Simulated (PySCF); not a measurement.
C8H18Cl2Sn (SMILES CCC[CH2][Sn]([Cl])([Cl])[CH2]CCC)

The calculation's input:

```
{"job": {"kind": "uv", "xc": "CAM-B3LYP", "basis": "def2-SVPD", "ip": false, "nstates": 10}, "charge": 0, "multiplicity": 1}
Sn     0.384661    -0.012698     0.428400
Cl     0.534482     0.051157     2.788888
Cl     2.621036    -0.031258    -0.345214
C     -0.367738     1.903477    -0.167199
C      0.546785     3.017136     0.330207
C      0.122374     4.414664    -0.118114
C     -1.227676     4.866642     0.416930
H     -0.434464     1.890011    -1.267882
H     -1.391821     1.985313     0.229813
H      0.595221     2.984245     1.432923
H      1.573534     2.824531    -0.022662
H      0.899732     5.127550     0.204762
H      0.119172     4.454001    -1.222067
H     -1.456955     5.896251     0.103765
H     -2.049326     4.227673     0.056861
H     -1.246871     4.840994     1.518597
C     -0.377865    -1.948584    -0.085840
C      0.523828    -3.050879     0.459391
C      0.060324    -4.462534     0.102573
C      0.096663    -4.778924    -1.385007
H     -1.402360    -2.020874     0.314171
H     -0.444772    -1.965717    -1.185325
H      1.552610    -2.900757     0.087937
H      0.581692    -2.956843     1.556650
H      0.703694    -5.179335     0.640260
H     -0.959679    -4.621432     0.495382
H     -0.196011    -5.821845    -1.578903
H     -0.588944    -4.138626    -1.962532
H      1.109146    -4.635519    -1.796237
```

Command:

```sh
OMP_NUM_THREADS=2 python probes_run.py task.json out
```

Geometry: PBE0-D3(BJ)/def2-SVP; core potentials replace the inner electrons of Sn.

All numbers below come from CAM-B3LYP/def2-SVPD, SCF density, gas phase, scalar-relativistic core potentials on the heavy atoms (PySCF 2.14.0).

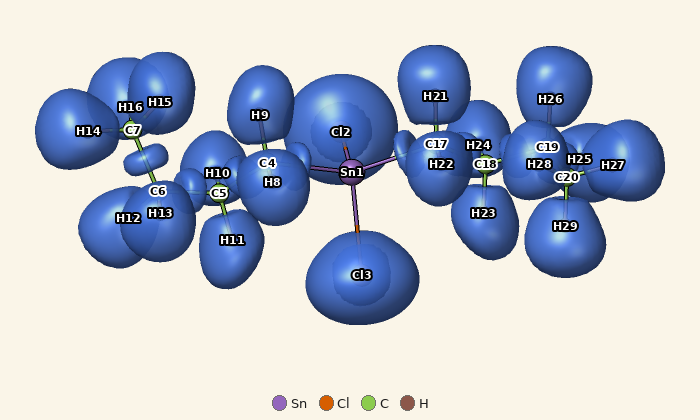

Figure 1. Isosurface of the electron localisation function at 0.75 (blue), seen from one side. Core shells and regions of very low density are left out.

**What do the ELF domains correspond to?**

The ELF exceeds this value in six regions between bonded C–C atoms (shared pairs), 18 regions around hydrogen nuclei, two lobes of the valence shell of C pointing towards Sn (polar bonds) and two regions wrapped around Cl (the valence shell of each). Along the contacts the grid gives the following. C–C (1.52 Å): the ELF peaks at about 0.95 between the atoms: localised, covalent bonding. C–Sn (2.14 Å): the ELF peaks at about 0.90 in the valence shell of C, 0.8 Å from its nucleus, and drops to about 0.20 between the two atoms.

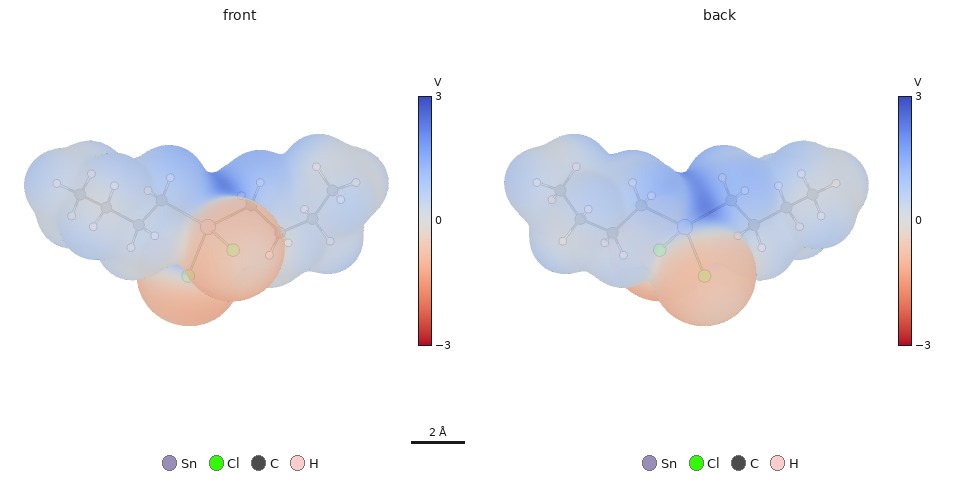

Figure 2. The electrostatic potential painted on the density surface at 0.002 e/bohr³, seen from the front and from behind; red is negative and blue positive.

**Which sites attract a positive test charge, and which a negative one?**

A positive charge is drawn to the negative regions and a negative charge to the positive ones. The most negative region (about −1.0 V, or −23 kcal/mol for a unit charge) lies over Cl2 and Cl3, the most positive (about +2.1 V, or +48 kcal/mol for a unit charge) over Sn1.
